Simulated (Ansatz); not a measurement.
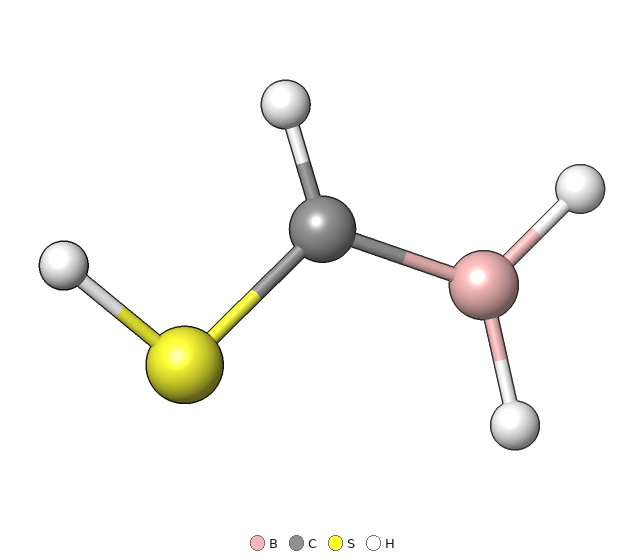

Ball-and-stick drawing of a structure.

The species is neutral and a spin doublet.

Give the formula.

CH₄BS, 7 atoms: 1 carbon, 4 hydrogen, 1 boron and 1 sulfur.

How many bonds of each kind are drawn?

2 B–H, 1 C–B, 1 C–S, 1 C–H, 1 S–H.

The parts below concern this one geometry. Atoms keep their numbers from picture to picture. The computed structure is the end point of a PBE0-D4/def2-TZVP optimisation. No frequency run is at hand to confirm it as a minimum.

### Shape

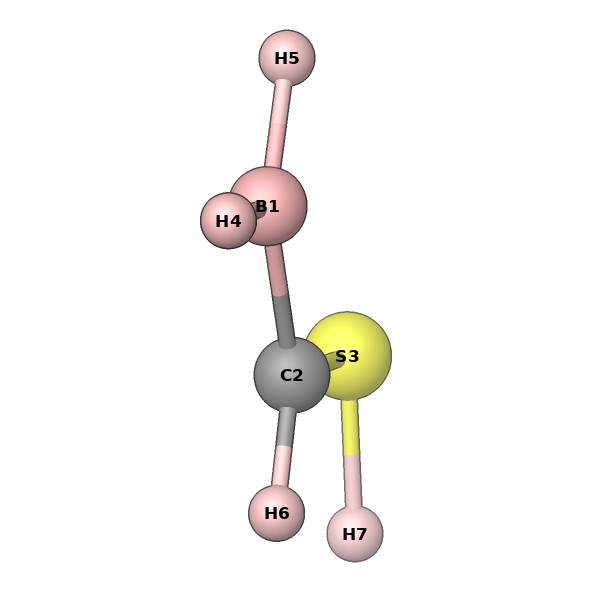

S3 lies behind C2. The molecule seen a little off the C2–S3 bond, C2 in front. Depth is shown by fading: the farther an atom, the more it takes the colour of the background. No frequency run is at hand to confirm it as a minimum.

What is the torsion angle B1–C2–S3–H7? The sign is positive where the front bond must turn clockwise to cover the back bond.

180°, antiperiplanar (anti).

### Electronic properties

No frequency run is at hand to confirm it as a minimum. Properties computed with UKS PBE0-D4/def2-TZVPP (Ansatz 0.2.0).

Predict the main results.

- HOMO energy (Kohn–Sham orbital): −6.32 eV
- ⟨S²⟩ of the determinant: 0.754
- dispersion correction: −8.9 kJ/mol

### Charges

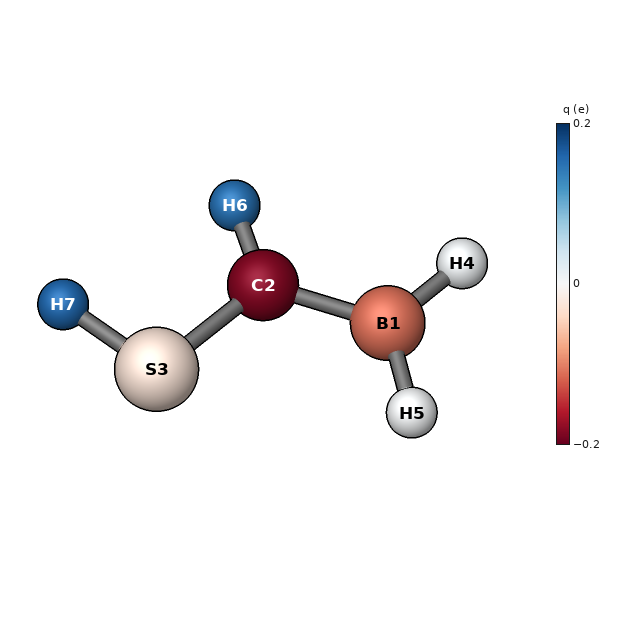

Atoms are coloured by their Mulliken charges. No frequency run is at hand to confirm it as a minimum. Method: UKS PBE0-D4/def2-TZVP (Ansatz 0.2.0).

Give the Mulliken charges atom by atom.

```tsv
atom	value (e)
B1	−0.11
C2	−0.18
S3	−0.03
H4	0.01
H5	0.00
H6	0.15
H7	0.16
```

### Dipole moment

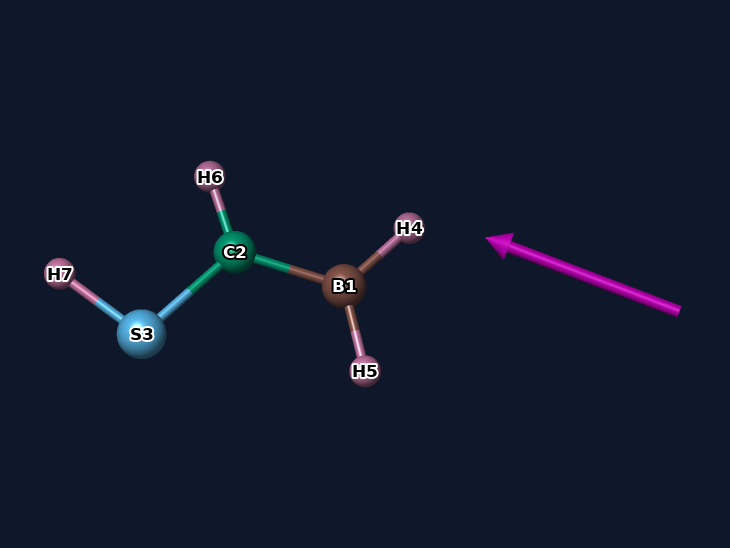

The arrow beside the molecule shows the direction of the dipole moment, from the negative to the positive end (its length means nothing). No frequency run is at hand to confirm it as a minimum. Method: UKS PBE0-D4/def2-TZVP (Ansatz 0.2.0).

Estimate the dipole moment.

2.52 D; it points from the side of H4, H5 to the side of H7 (the outermost atoms at the two ends).

Mulliken values depend strongly on the basis set and can even reverse the polarity of a bond.
